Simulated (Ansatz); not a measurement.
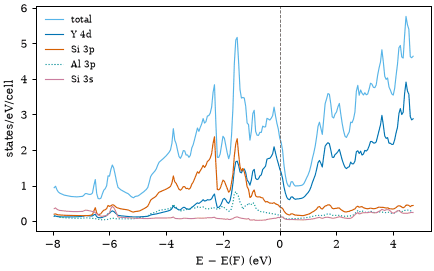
Total and projected density of states of Y2AlSi2 in space group Immm (No. 71; Si on 4h, Y on 4j, Al on 2a), plane-wave PAW r²SCAN (Ansatz code)

Question: Which orbitals carry the states next to the Fermi level?

Answer: Within 0.5 eV of the Fermi level: Y 4d 62 %, Si 3p 18 %, Al 3p 7 %. Projections are on Löwdin-orthogonalised atomic valence shells; empty p or d shells of many metals are not among them.

Question: Where is the tallest occupied peak in this window, and what makes it?

Answer: Near -1.5 eV, about 5.2 states/eV per cell; the largest projected share is Si 3p.

The workflow started from an entry of the Crystallography Open Database (COD). Its standing as an ambient phase is unchecked. The r²SCAN relaxation kept the symmetry of its start; its stability against distortions is not shown here. The run is not spin-polarised. Scalar-relativistic: spin–orbit coupling is off unless named, which matters more the heavier the elements.

Potentials: the later of the program's two PAW sets.
